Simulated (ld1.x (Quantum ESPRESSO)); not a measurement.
# Pseudopotential generation: Ru (part 2 of 2)

Continued. System: ruthenium (Ru, Z = 44), core [Kr], reference valence 4d6 5s0 5p0 (an ion of charge +2), valence charge 8. Method: TM potential, LDA (PZ), scalar-relativistic, made with ld1.x (Quantum ESPRESSO) 7.5.

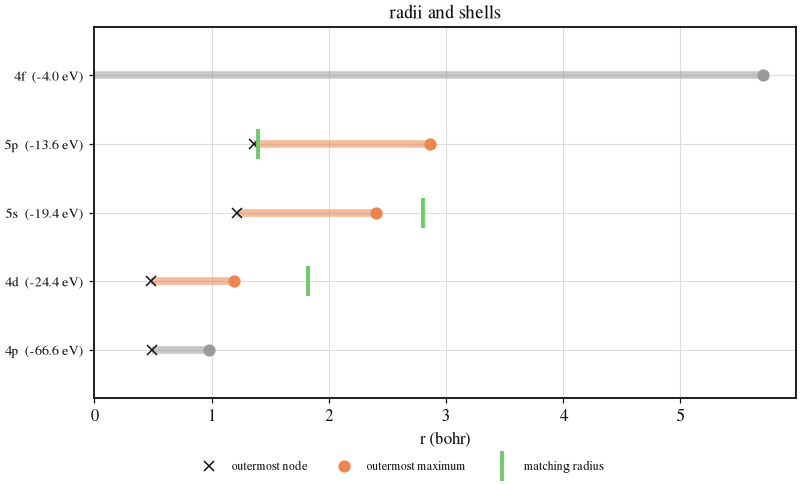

*Outer shells of the all-electron reference atom: each bar runs from the outermost node (or the nucleus) to the outermost maximum of u(r); the tick is the radius chosen for the pseudo-wave. Shells without a tick have no pseudo-wave of their own. Levels, nodes and maxima are from ld1.x, scalar-relativistic.*

- Radii against the shells: 4d: 1.82 bohr, outside the maximum; 5s: 2.80 bohr, outside the maximum; 5p: 1.40 bohr, between node and maximum.

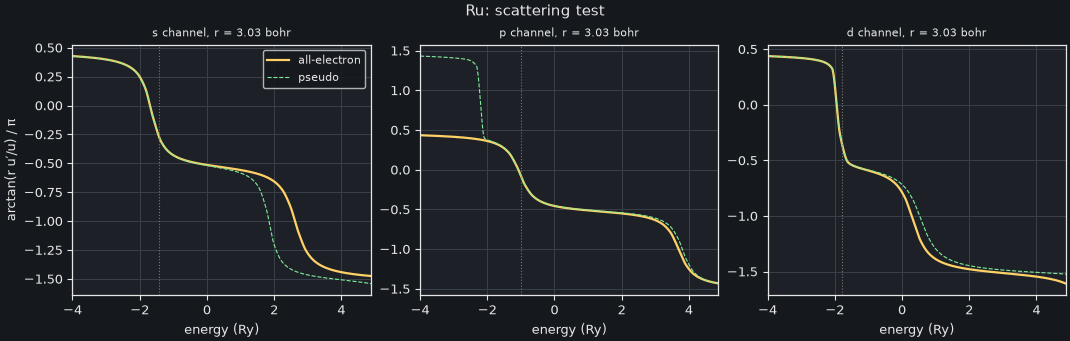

*Unwrapped phase arctan(r u′/u) in units of π against energy, all-electron (solid) and pseudo (dashed); the pseudo phase is matched to the all-electron one at the reference energy. Here u = r R(r). A near-vertical step is a level narrower than the spacing of the points behind the curves. The dotted line marks the reference energy of the channel.*

- Ghost states: Going away from the reference energies, the phases part by more than π/2 in: s at about 2.0 Ry (above its reference energy, pseudo phase lower); p at about -2.2 Ry (below its reference energy, pseudo phase higher). Such a step is either a state that only one of the two atoms has or an ordinary level shifted in energy. The separate test gives: no ghost state below the valence levels in the p, d, s, f channels.
- Range over which the phases agree within 0.05 rad: s: up to about 0.7 Ry; p: between about -2.0 and 2.7 Ry; d: up to about -0.5 Ry.
- First channel to depart above its reference energy: the d channel: its phase error passes 0.05 rad 1.3 Ry above its reference energy, against 2.2 Ry for s.

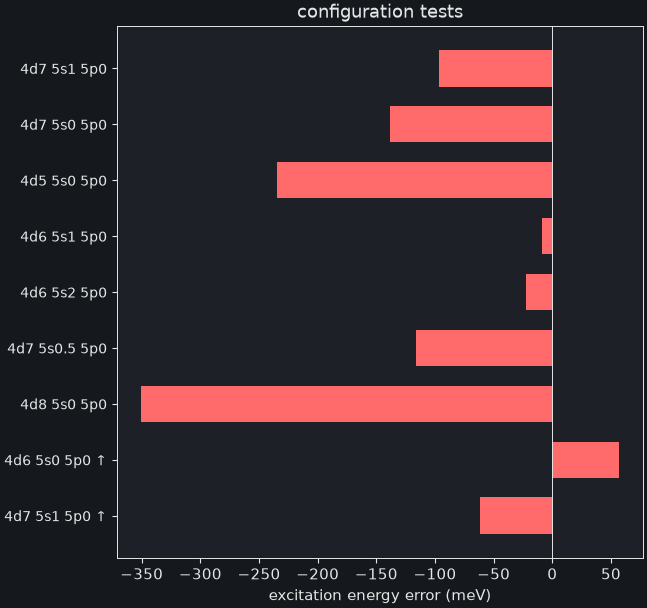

*Errors, all-electron minus pseudo, of the energies of valence configurations relative to the unpolarised reference 4d6 5s0 5p0. An arrow marks spin-polarised runs filled by Hund’s rule.*

- Worst configuration: 4d8 5s0 5p0 (neutral): the error is -351 meV on an all-electron energy of -26.32 eV relative to the reference, or 1.3 %.
- Configurations within 10 meV and within 50 meV: 1 and 2 of 9.

The input:
```
 &input
   title='Ru', zed=44., rel=1, dft='PZ', iswitch=3,
   config='[Kr] 4d6 5s0 5p0',
   nld=3, rlderiv=3.05, eminld=-4.0, emaxld=5.0, deld=0.02
 /
 &inputp
   pseudotype=2, tm=.true., lloc=0,
   nlcc=.true., new_core_ps=.true., rcore=1.25,
   file_pseudopw='Ru.UPF', file_wfcaegen='ae.wfc', file_wfcncgen='nc.wfc', file_beta='beta', file_chi='chi'
 /
3
5P  2  1   0.00   0.00  1.40  1.40  0.0
4D  3  2   6.00   0.00  1.82  1.82  0.0
5S  1  0   0.00   0.00  2.80  2.80  0.0
 &test
   configts(1)='4d6 5s0 5p0'
 /
```

Input of the test run:
```
 &input
   title='Ru', zed=44., rel=1, dft='PZ', iswitch=2,
   config='[Kr] 4d6 5s0 5p0'
 /
 &test
   file_pseudo='Ru.UPF', nconf=10,
   configts(1)='4d6 5s0 5p0',
   configts(2)='4d7 5s1 5p0',
   configts(3)='4d7 5s0 5p0',
   configts(4)='4d5 5s0 5p0',
   configts(5)='4d6 5s1 5p0',
   configts(6)='4d6 5s2 5p0',
   configts(7)='4d7 5s0.5 5p0',
   configts(8)='4d8 5s0 5p0',
   configts(9)='4d6 5s0 5p0', lsdts(9)=1,
   configts(10)='4d7 5s1 5p0', lsdts(10)=1
 /
```

Command:
```bash
ld1.x < Ru.in > Ru.out
```

Key numbers:

- outcome: generated
- cutoffs needed: 50 Ry and 60 Ry (the cutoffs, on a coarse ladder, from which the occupation-weighted sum of valence levels, in a spherical-Bessel basis at the reference potential, stays within 10 and 1 mRy of its value at 400 Ry); ghost states and empty shells don't enter this sum
- ghost test: no ghost state below the valence levels in the p, d, s, f channels (spherical-Bessel basis up to 400 Ry, 20 bohr box)
- largest excitation error: -351 meV (all-electron minus pseudo) for 4d8 5s0 5p0, out of 7 test configurations
- range over which the phases arctan(r u′/u) at the test radius agree within 0.05 rad (a looser test near the poles than one of phase shifts): s: up to about 0.7 Ry; p: between about -2.0 and 2.7 Ry; d: up to about -0.5 Ry
- hardware: 1 CPU thread, shared host
- wall time: 2 s

Remarks:

An excitation error of 351 meV in its own tests makes this a poorly transferable potential.
